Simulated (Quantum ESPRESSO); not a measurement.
**CuO (Tenorite): orders under biaxial strain**

Aim: follow moments and order energies of CuO (Tenorite) with biaxial strain.

Program: Quantum ESPRESSO 7.5. Level of theory: PBE with U = 6 eV on Cu d (ortho-atomic projectors); plane waves with GBRV 1.5 PBE potentials, no spin-orbit coupling. Results are calculated unless marked as measured.

### 1. Starting point

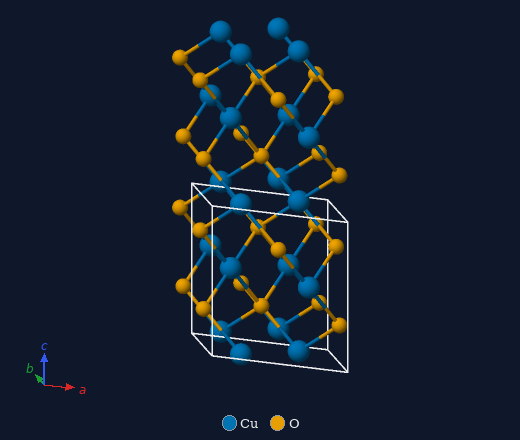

The starting structure, seen slightly off an axis (copper blue, oxygen orange). 1×2×2 cells are drawn. This picture shows the conventional cell, with its axes. Some periodic images of atoms are drawn too.

The cell comes from the Crystallography Open Database.

### 2. Biaxial 0.96, ferro ++

Lengths in the Cartesian xy plane scale by the factor; z is kept. Atoms keep their fractional places. Seeded atoms are those given a starting moment.

The input, pw.in:

```
&CONTROL
  calculation = 'scf'
  prefix = 'pwscf'
  outdir = './tmp'
  pseudo_dir = './pseudo'
  disk_io = 'nowf'
  tprnfor = .true.
  tstress = .true.
/
&SYSTEM
  ibrav = 0
  nat = 4
  ntyp = 2
  ecutwfc = 40
  ecutrho = 280
  nbnd = 35
  occupations = 'smearing'
  smearing = 'fd'
  degauss = 0.00367493
  nspin = 2
  starting_magnetization(1) = 0.0526
  starting_magnetization(2) = 0
/
&ELECTRONS
  conv_thr = 8d-09
  electron_maxstep = 150
  mixing_beta = 0.3
/
ATOMIC_SPECIES
Cu     63.5460 cu_pbe_v1.2.uspp.F.UPF
O      15.9990 o_pbe_v1.2.uspp.F.UPF
CELL_PARAMETERS bohr
   4.2484369200   -3.1045327844    0.0000000000
   4.2484369200    3.1045327844    0.0000000000
  -1.5420662737    0.0000000000    9.5579879301
ATOMIC_POSITIONS crystal
Cu      0.0000000000    0.5000000000    0.0000000000
Cu      0.5000000000    0.0000000000    0.5000000000
O       0.5816000000    0.4184000000    0.2500000000
O       0.4184000000    0.5816000000    0.7500000000
K_POINTS automatic
8 8 4 0 0 0
HUBBARD {ortho-atomic}
U Cu-3d 6.0000
```

Command:

```sh
> OMP_NUM_THREADS=1 mpirun -n 2 pw.x -nk 2 -in pw.in > pw.out
```

Output:

```text
Program PWSCF v.7.5 starts

     Message from routine setup:
     using ibrav=0 with symmetry is DISCOURAGED, use correct ibrav instead

     K-points division:     npool     =       2
     Subspace diagonalization in iterative solution of the eigenvalue problem:

     bravais-lattice index     =            0
     lattice parameter (alat)  =       5.2619  a.u.
     unit-cell volume          =     252.1285 (a.u.)^3
     number of atoms/cell      =            4
     number of atomic types    =            2
     number of electrons       =        50.00
     number of Kohn-Sham states=           35
     kinetic-energy cutoff     =      40.0000  Ry
     charge density cutoff     =     280.0000  Ry
     scf convergence threshold =      8.0E-09
     mixing beta               =       0.3000
     number of iterations used =            8  plain     mixing
     Exchange-correlation= SLA  PW   PBE  PBE
                           (   1   4   3   4   0   0   0)
     Hubbard projectors: ortho-atomic
     Hubbard parameters of DFT+U (Dudarev formulation) in eV:
     U(Cu-3d) =  6.0000

     Internal variables: lda_plus_u =T, lda_plus_u_kind = 0

     Internal variables: orbital_resolved =F, hub_pot_fix =F, apply_U = F

     celldm(1)=   5.261876  celldm(2)=   0.000000  celldm(3)=   0.000000
     celldm(4)=   0.000000  celldm(5)=   0.000000  celldm(6)=   0.000000

     crystal axes: (cart. coord. in units of alat)
               a(1) = (   0.807400  -0.590005   0.000000 )
               a(2) = (   0.807400   0.590005   0.000000 )
               a(3) = (  -0.293064   0.000000   1.816460 )

     reciprocal axes: (cart. coord. in units 2 pi/alat)
               b(1) = (  0.619272 -0.847451  0.099912 )
               b(2) = (  0.619272  0.847451  0.099912 )
               b(3) = ( -0.000000  0.000000  0.550521 )

     PseudoPot. # 1 for Cu read from file:
     cu_pbe_v1.2.uspp.F.UPF
     Pseudo is Ultrasoft + core correction, Zval = 19.0

     PseudoPot. # 2 for O  read from file:
     o_pbe_v1.2.uspp.F.UPF
     Pseudo is Ultrasoft + core correction, Zval =  6.0

     atomic species   valence    mass     pseudopotential
     Cu               19.00    63.54600     Cu( 1.00)
     O                 6.00    15.99900     O ( 1.00)

     Starting magnetic structure
     atomic species   magnetization
     Cu              0.053
     O               0.000

      4 Sym. Ops., with inversion, found ( 2 have fractional translation)

   Cartesian axes

     site n.     atom                  positions (alat units)
         1        Cu     tau(   1) = (   0.4036998   0.2950025   0.0000000  )
         2        Cu     tau(   2) = (   0.2571678  -0.2950025   0.9082300  )
         3        O      tau(   3) = (   0.7341337  -0.0962888   0.4541150  )
         4        O      tau(   4) = (   0.5876017   0.0962888   1.3623451  )

     number of k points=    78  Fermi-Dirac smearing, width (Ry)=  0.0037
                       cart. coord. in units 2pi/alat
        k(    1) = (   0.0000000   0.0000000   0.0000000), wk =   0.0039062
        k(    2) = (   0.0000000   0.0000000   0.1376303), wk =   0.0078125
        k(    3) = (   0.0000000   0.0000000  -0.2752607), wk =   0.0039062
        k(    4) = (   0.0774090   0.1059313   0.0124890), wk =   0.0156250
        k(    5) = (   0.0774090   0.1059313   0.1501193), wk =   0.0156250
        [... 73 further k-points ...]

     Dense  grid:    19927 G-vectors     FFT dimensions: (  30,  30,  54)

     Smooth grid:     8647 G-vectors     FFT dimensions: (  24,  24,  40)

     Check: negative core charge=   -0.000003
     Generating pointlists ...
     new r_m :   0.2823 (alat units)  1.4857 (a.u.) for type    1
     new r_m :   0.2823 (alat units)  1.4857 (a.u.) for type    2

     Initial potential from superposition of free atoms

     starting charge      48.0000, renormalised to      50.0000

     STARTING HUBBARD OCCUPATIONS:

     =================== HUBBARD OCCUPATIONS ===================
     ------------------------ ATOM    1 ------------------------
     Tr[ns(  1)] (up, down, total) =   5.00000  3.00000  8.00000
     Atomic magnetic moment for atom   1 =   2.00000
     [... lines left out ...]
     ------------------------ ATOM    2 ------------------------
     Tr[ns(  2)] (up, down, total) =   5.00000  3.00000  8.00000
     Atomic magnetic moment for atom   2 =   2.00000
     [... lines left out ...]
     Number of occupied Hubbard levels =   16.0000

     Atomic wfc used for Hubbard projectors are orthogonalized

     Starting wfcs are   34 randomized atomic wfcs +    1 random wfcs

     Self-consistent Calculation

     iteration #  1     ecut=    40.00 Ry     beta= 0.30
     Davidson diagonalization with overlap
     ethr =  1.00E-02,  avg # of iterations =  5.3

     =================== HUBBARD OCCUPATIONS ===================
     ------------------------ ATOM    1 ------------------------
     Tr[ns(  1)] (up, down, total) =   4.77790  3.76306  8.54096
     Atomic magnetic moment for atom   1 =   1.01484
     [... lines left out ...]
     ------------------------ ATOM    2 ------------------------
     Tr[ns(  2)] (up, down, total) =   4.77790  3.76306  8.54096
     Atomic magnetic moment for atom   2 =   1.01484
     [... lines left out ...]
     Number of occupied Hubbard levels =   17.0819

     total energy              =    -870.74412495 Ry
     estimated scf accuracy    <       3.52489445 Ry

     total magnetization       =     2.03 Bohr mag/cell
     absolute magnetization    =     2.48 Bohr mag/cell

     iteration #  2     ecut=    40.00 Ry     beta= 0.30
     Davidson diagonalization with overlap
     ethr =  7.05E-03,  avg # of iterations =  2.1

     total energy              =    -871.67576683 Ry
     estimated scf accuracy    <       0.69878984 Ry

     total magnetization       =     1.36 Bohr mag/cell
     absolute magnetization    =     1.42 Bohr mag/cell

     [... further iterations left out ...]

     iteration # 13     ecut=    40.00 Ry     beta= 0.30
     Davidson diagonalization with overlap
     ethr =  8.93E-10,  avg # of iterations =  1.0

     total energy              =    -871.78243873 Ry
     estimated scf accuracy    <       0.00000007 Ry

     total magnetization       =     2.00 Bohr mag/cell
     absolute magnetization    =     2.09 Bohr mag/cell

     iteration # 14     ecut=    40.00 Ry     beta= 0.30
     Davidson diagonalization with overlap
     ethr =  1.43E-10,  avg # of iterations =  2.0

     Magnetic moment per site  (integrated on atomic sphere of radius R)
     atom   1 (R=0.282)  charge= 16.3333  magn=  0.7000
     atom   2 (R=0.282)  charge= 16.3333  magn=  0.7000
     atom   3 (R=0.282)  charge=  5.3189  magn=  0.2767
     atom   4 (R=0.282)  charge=  5.3189  magn=  0.2767

     End of self-consistent calculation

     =================== HUBBARD OCCUPATIONS ===================
     ------------------------ ATOM    1 ------------------------
     Tr[ns(  1)] (up, down, total) =   4.93359  4.25765  9.19124
     Atomic magnetic moment for atom   1 =   0.67593
     [... lines left out ...]
     ------------------------ ATOM    2 ------------------------
     Tr[ns(  2)] (up, down, total) =   4.93359  4.25765  9.19124
     Atomic magnetic moment for atom   2 =   0.67593
     [... lines left out ...]
     Number of occupied Hubbard levels =   18.3825

     Number of k-points >= 100: set verbosity='high' to print the bands.

     the Fermi energy is    13.4985 ev

!    total energy              =    -871.78243880 Ry
     estimated scf accuracy    <          7.8E-09 Ry
     smearing contrib. (-TS)   =      -0.00001378 Ry
     internal energy E=F+TS    =    -871.78242501 Ry

     The total energy is F=E-TS. E is the sum of the following terms:
     one-electron contribution =    -596.46422099 Ry
     hartree contribution      =     328.38345360 Ry
     xc contribution           =     -92.45884129 Ry
     ewald contribution        =    -511.40704195 Ry
     Hubbard energy            =       0.16422562 Ry

     total magnetization       =     2.00 Bohr mag/cell
     absolute magnetization    =     2.09 Bohr mag/cell

     convergence has been achieved in  14 iterations

     Forces acting on atoms (cartesian axes, Ry/au):

     atom    1 type  1   force =     0.00000000    0.00000000    0.00000000
     atom    2 type  1   force =    -0.00000000    0.00000000   -0.00000000
     atom    3 type  2   force =     0.00000000   -0.01192373    0.00000000
     atom    4 type  2   force =     0.00000000    0.01192373    0.00000000

     Total force =     0.016863     Total SCF correction =     0.000058

     Computing stress (Cartesian axis) and pressure

          total   stress  (Ry/bohr**3)                   (kbar)     P=      294.30
   0.00229306  -0.00000000  -0.00012094          337.32       -0.00      -17.79
   0.00000000   0.00176508   0.00000000            0.00      259.65        0.00
  -0.00012094  -0.00000000   0.00194360          -17.79       -0.00      285.91

=------------------------------------------------------------------------------=
   JOB DONE.
=------------------------------------------------------------------------------=
```

Run time: 41 s. Hardware: 2 MPI ranks of Intel Xeon 6975P-C (Granite Rapids), shared host; peak memory 0.32 GiB.

Spin moment in the atom's sphere by atom:

| atom | spin moment in the atom's sphere (μB) |
| --- | --- |
| Cu1 | 0.700 |
| Cu2 | 0.700 |
| O3 | 0.277 |
| O4 | 0.277 |

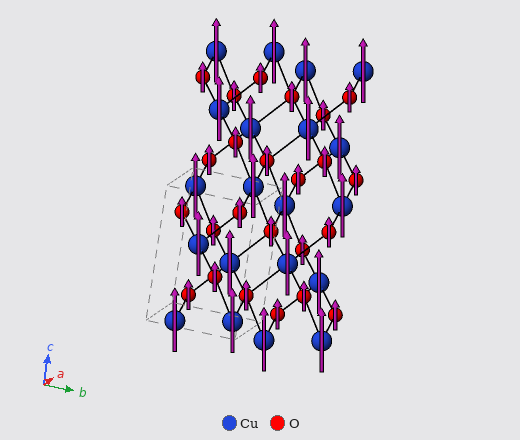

Spin moment in the atom's sphere as arrows, the longest 0.7 μB. Up and down stand for the sign. Arrows give size and sign along the axis of quantisation, drawn up and down the page. Each arrow also spans its atom, so small moments look longer than they are. 1×2×2 conventional cells are drawn. Some periodic images of atoms are drawn too.

Numbers from this step:

| Property | Result |
| --- | --- |
| smearing term TS | 1.87e-4 eV |
| pressure | 29.43 GPa |
| magnetization | 1.999 μB |
| absolute magnetization | 2.087 μB |
| final state | ferromagnetic |

### 3. Biaxial 0.96, antiferro +-

The input, pw.in:

```
&CONTROL
  calculation = 'scf'
  prefix = 'pwscf'
  outdir = './tmp'
  pseudo_dir = './pseudo'
  disk_io = 'nowf'
  tprnfor = .true.
  tstress = .true.
/
&SYSTEM
  ibrav = 0
  nat = 4
  ntyp = 3
  ecutwfc = 40
  ecutrho = 280
  nbnd = 34
  occupations = 'smearing'
  smearing = 'fd'
  degauss = 0.00367493
  nspin = 2
  starting_magnetization(1) = 0.0526
  starting_magnetization(2) = -0.0526
  starting_magnetization(3) = 0
/
&ELECTRONS
  conv_thr = 8d-09
  electron_maxstep = 150
  mixing_beta = 0.3
/
ATOMIC_SPECIES
Cu1    63.5460 cu_pbe_v1.2.uspp.F.UPF
Cu2    63.5460 cu_pbe_v1.2.uspp.F.UPF
O      15.9990 o_pbe_v1.2.uspp.F.UPF
CELL_PARAMETERS bohr
   4.2484369200   -3.1045327844    0.0000000000
   4.2484369200    3.1045327844    0.0000000000
  -1.5420662737    0.0000000000    9.5579879301
ATOMIC_POSITIONS crystal
Cu1     0.0000000000    0.5000000000    0.0000000000
Cu2     0.5000000000    0.0000000000    0.5000000000
O       0.5816000000    0.4184000000    0.2500000000
O       0.4184000000    0.5816000000    0.7500000000
K_POINTS automatic
8 8 4 0 0 0
HUBBARD {ortho-atomic}
U Cu1-3d 6.0000
U Cu2-3d 6.0000
```

Output:

```text
     [... lines left out ...]
Program PWSCF v.7.5 starts
     [... lines left out ...]
     number of atoms/cell      =            4
     [... lines left out ...]
     number of electrons       =        50.00
     number of Kohn-Sham states=           34
     kinetic-energy cutoff     =      40.0000  Ry
     charge density cutoff     =     280.0000  Ry
     scf convergence threshold =      8.0E-09
     [... lines left out ...]
      2 Sym. Ops., with inversion, found
     [... lines left out ...]
     number of k points=   132  Fermi-Dirac smearing, width (Ry)=  0.0037
     [... lines left out ...]
     iteration # 15     ecut=    40.00 Ry     beta= 0.30
     [... lines left out ...]
     Magnetic moment per site  (integrated on atomic sphere of radius R)
     atom   1 (R=0.282)  charge= 16.3436  magn=  0.6342
     atom   2 (R=0.282)  charge= 16.3436  magn= -0.6342
     atom   3 (R=0.282)  charge=  5.3111  magn= -0.0000
     atom   4 (R=0.282)  charge=  5.3111  magn= -0.0000
     [... lines left out ...]
     Tr[ns(  1)] (up, down, total) =   4.91558  4.29536  9.21094
     [... lines left out ...]
     Tr[ns(  2)] (up, down, total) =   4.29536  4.91558  9.21094
     [... lines left out ...]
     the Fermi energy is    13.3951 ev
!    total energy              =    -871.79111057 Ry
     estimated scf accuracy    <          6.2E-10 Ry
     smearing contrib. (-TS)   =      -0.00000024 Ry
     [... lines left out ...]
     total magnetization       =    -0.00 Bohr mag/cell
     absolute magnetization    =     1.65 Bohr mag/cell
     convergence has been achieved in  15 iterations
     [... lines left out ...]
     Total force =     0.017047     Total SCF correction =     0.000031
     [... lines left out ...]
          total   stress  (Ry/bohr**3)                   (kbar)     P=      287.43
     [... lines left out ...]
```

Run time: 68 s. Hardware: 2 MPI ranks; peak memory 0.41 GiB; 2.3 min of CPU time.

Spin moment in the atom's sphere by atom:

| atom | spin moment in the atom's sphere (μB) |
| --- | --- |
| Cu1 | 0.634 |
| Cu2 | -0.634 |
| O3 | 0.000 |
| O4 | 0.000 |

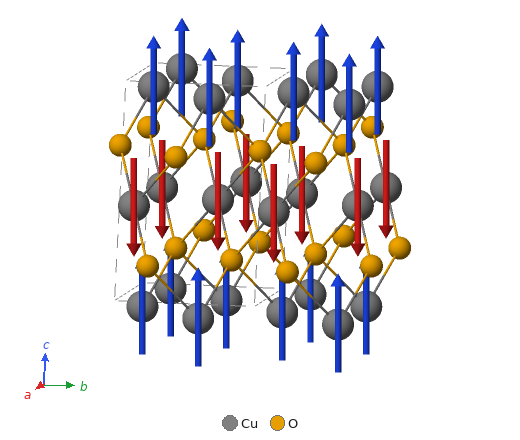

Spin moment in the atom's sphere as arrows, the longest 0.634 μB. Up and down stand for the sign. Arrows give size and sign along the axis of quantisation, drawn up and down the page. The two directions have two colours. 2×2×1 conventional cells are drawn. Some periodic images of atoms are drawn too.

This step gave:

```yaml
smearing_term_ts: 3.20e-6 eV
pressure: 28.74 GPa
magnetization: 0 μB
absolute_magnetization: 1.645 μB
final_state: antiferromagnetic
```

### 4. Biaxial 0.96, no spin polarisation

The input, pw.in:

```
&CONTROL
  calculation = 'scf'
  prefix = 'pwscf'
  outdir = './tmp'
  pseudo_dir = './pseudo'
  disk_io = 'nowf'
  tprnfor = .true.
  tstress = .true.
/
&SYSTEM
  ibrav = 0
  nat = 4
  ntyp = 2
  ecutwfc = 40
  ecutrho = 280
  nbnd = 34
  occupations = 'smearing'
  smearing = 'fd'
  degauss = 0.00367493
/
&ELECTRONS
  conv_thr = 8d-09
  electron_maxstep = 150
  mixing_beta = 0.3
/
ATOMIC_SPECIES
Cu     63.5460 cu_pbe_v1.2.uspp.F.UPF
O      15.9990 o_pbe_v1.2.uspp.F.UPF
CELL_PARAMETERS bohr
   4.2484369200   -3.1045327844    0.0000000000
   4.2484369200    3.1045327844    0.0000000000
  -1.5420662737    0.0000000000    9.5579879301
ATOMIC_POSITIONS crystal
Cu      0.0000000000    0.5000000000    0.0000000000
Cu      0.5000000000    0.0000000000    0.5000000000
O       0.5816000000    0.4184000000    0.2500000000
O       0.4184000000    0.5816000000    0.7500000000
K_POINTS automatic
8 8 4 0 0 0
HUBBARD {ortho-atomic}
U Cu-3d 6.0000
```

Output:

```text
     [... lines left out ...]
Program PWSCF v.7.5 starts
     [... lines left out ...]
     number of atoms/cell      =            4
     [... lines left out ...]
     number of electrons       =        50.00
     number of Kohn-Sham states=           34
     kinetic-energy cutoff     =      40.0000  Ry
     charge density cutoff     =     280.0000  Ry
     scf convergence threshold =      8.0E-09
     [... lines left out ...]
      4 Sym. Ops., with inversion, found ( 2 have fractional translation)
     [... lines left out ...]
     number of k points=    78  Fermi-Dirac smearing, width (Ry)=  0.0037
     [... lines left out ...]
     iteration # 12     ecut=    40.00 Ry     beta= 0.30
     [... lines left out ...]
     Tr[ns(  1)] =   9.34632
     [... lines left out ...]
     Tr[ns(  2)] =   9.34632
     [... lines left out ...]
     the Fermi energy is    13.0660 ev
!    total energy              =    -871.74963200 Ry
     estimated scf accuracy    <          3.4E-10 Ry
     smearing contrib. (-TS)   =      -0.00118557 Ry
     [... lines left out ...]
     convergence has been achieved in  12 iterations
     [... lines left out ...]
     Total force =     0.006322     Total SCF correction =     0.000012
     [... lines left out ...]
          total   stress  (Ry/bohr**3)                   (kbar)     P=      268.60
     [... lines left out ...]
```

Elapsed: 19 s, on 2 MPI ranks; peak memory 0.26 GiB; 37 s of CPU time.

This step gave:

- smearing term TS: 0.01613 eV
- pressure: 26.86 GPa
- final state: non-magnetic (no spin polarisation)

(Continued in part 2 of 2.)

[Logs and program files are shortened in this print: banners, set-up blocks, solver, clock and traceback lines can be left out without a mark of their own.]

[Logs are printed without paths, hosts, clocks, repeated set-up lines and the standing remarks that a program may print on its own settings, such as how far it seeks lower states.]

[Hosts, paths, dates, database ids (printed as entryN), source tags and the programs' standing remarks are cut or masked in the printed files.]

[Where a cell is said to come from a database of computed structures, the database is the Materials Project.]
